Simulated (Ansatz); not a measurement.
ClH9N2Si3···F (doublet)

Input

```
crystal:
  periodic: [false, false, false]
  atoms:
    - {symbol: Si, position_ang: [0.559362, 1.338147, 0.367503]}
    - {symbol: N, position_ang: [1.611313, -0.035997, -0.305209]}
    - {symbol: Si, position_ang: [1.151077, -0.746747, -1.873661]}
    - {symbol: N, position_ang: [-1.100108, 1.012435, 0.208314]}
    - {symbol: Si, position_ang: [-2.085361, -0.182016, 1.035646]}
    - {symbol: Cl, position_ang: [1.487113, 2.143667, 2.027073]}
    - {symbol: H, position_ang: [1.197474, -0.618537, 0.641407]}
    - {symbol: F, position_ang: [0.399004, -0.513146, 1.586994]}
    - {symbol: H, position_ang: [2.599873, 0.182068, -0.224764]}
    - {symbol: H, position_ang: [-0.038053, -1.590834, -1.641752]}
    - {symbol: H, position_ang: [0.859912, 0.337706, -2.840110]}
    - {symbol: H, position_ang: [2.307093, -1.551070, -2.334998]}
    - {symbol: H, position_ang: [-1.610734, 1.700184, -0.326479]}
    - {symbol: H, position_ang: [-1.827500, -1.565444, 0.571741]}
    - {symbol: H, position_ang: [-2.041667, -0.084299, 2.510316]}
    - {symbol: H, position_ang: [-3.468698, 0.173985, 0.597780]}
basis:
  gaussian: {orbitals: def2-TZVPP}
magnetization: {spin_polarized: true, initial_magnetization: 1}
hamiltonian: {xc: pbe0, dispersion: d4}
output: {orbitals: {seedname: orbitals}}
```

Launched as:

```sh
ansatz run in.yaml --threads 5 --pin off --events-out ev --progress --plain --max-ram 66560MiB --backend cuda --devices 0, --max-vram 37GiB
```

A transition-state structure; geometry: PBE0-D4/def2-TZVP.

Level of theory: Ansatz, UKS PBE0-D4/def2-TZVPP.

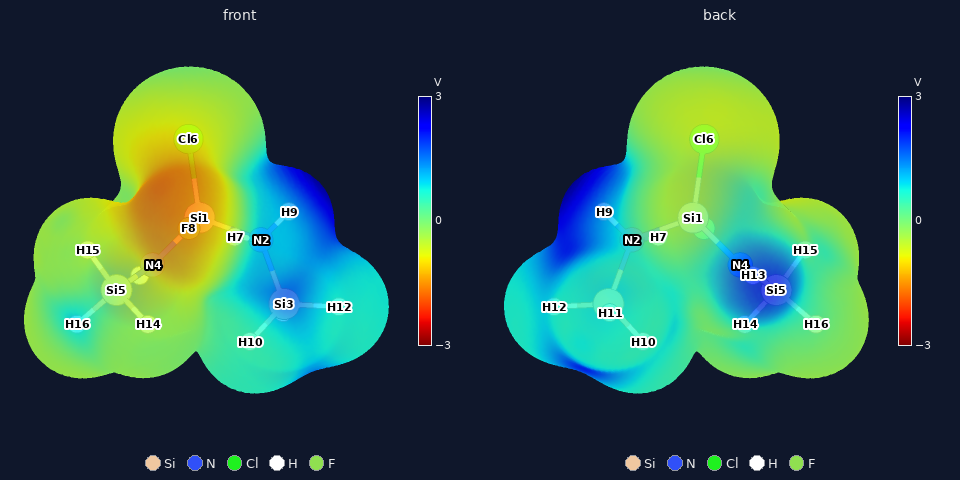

Figure 1. The molecular electrostatic potential painted on the density surface at 0.002 e/bohr³, seen from the front and from behind; red is negative and blue positive.

> Where is the surface potential most negative and most positive?

The most negative region (about −1.8 V) lies over F8, the most positive (about +2.7 V) over H9.

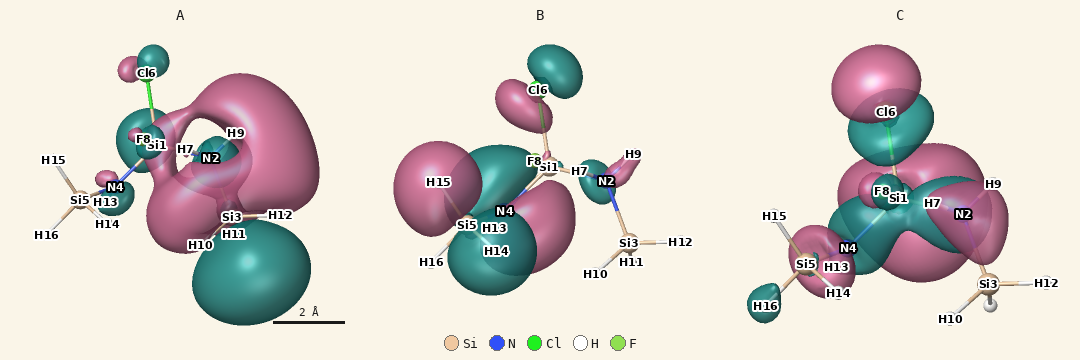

Figure 2. Three frontier orbitals at ±0.06 Å⁻³ᐟ² (teal and pink are the two phases), in no order.

> Order the three orbitals by energy and name them. All are α orbitals.

B is the HOMO−1 (α) (−8.04 eV). Its weight (Hirshfeld) is mainly on N4 (about 45 %), Si5 (about 15 %), H15 (about 10 %), H14 (about 10 %) and Si1 (about 10 %). C is the HOMO (α) (−5.62 eV). Its weight (Hirshfeld) is mainly on Si1 (about 60 %), Cl6 (about 15 %), N2 (about 10 %) and N4 (about 5 %). A is the LUMO (α) (−0.42 eV). It lies mainly on Si3 (about 45 %), H9 (about 10 %), N2 (about 10 %), Si1 (about 5 %) and H12 (about 5 %).

> What is the gap between the highest occupied and lowest empty α orbitals?

5.20 eV between the orbital energies.
